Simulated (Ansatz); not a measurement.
# A thicker film of BaHfO3 (001), BaO faces from four thinner ones

In a field along its normal an insulating film takes a dipole p. Written as a length, p/(ε₀AE), it should grow by 1 − 1/ε for each ångström added.

How it was computed: Ansatz 0.2.0, plane waves with PAW datasets (its set soft_2), PBE; perovskite films relaxed at a bulk in-plane lattice constant near the measured one, then held in weak fields of both signs with a dipole correction (A is the cell's area, E the outer field).

```
    run  distance between the outer atoms (Å)  p/(ε₀AE) (Å)
2 units                                 8.432         9.114
3 units                                12.660        12.405
4 units                                16.885        15.718
5 units                                21.111        19.037
6 units                                25.335             ?
```

Q: Estimate the withheld value from the rows shown.

A least-squares line through the 4 rows shown has slope 0.7828 and intercept 2.5050; no row lies more than 0.010 Å off it. That slope means ε = 1/(1 − 0.7828) = 4.60. At 25.335 it gives 0.7828 × 25.335 + 2.5050 = 22.337 Å, beyond the rows fitted. Rounding and scatter of the rows alone allow about ±0.017 Å there.

The run itself gives 22.356 Å: a miss of +0.019 Å, or 0.1 % of the value. The length is met to within 1 %, though ε is more sensitive than the length: the two thickest films give ε = 4.67.

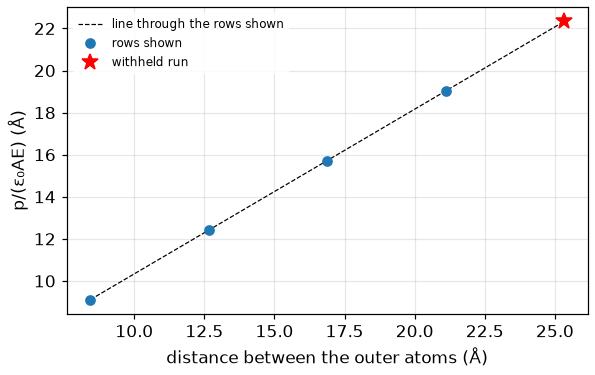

The fit and the withheld run.

Caveats: This is the electronic response alone. A unit is one step of the cut along the normal (a plane, a pair of planes or a cell), and the layers relax along it, away from their bulk spacing where the functional's lattice constant differs from the one held.

[Logs are printed without paths, hosts, clocks, repeated set-up lines and the standing remarks that a program may print on its own settings, such as how far it seeks lower states.]
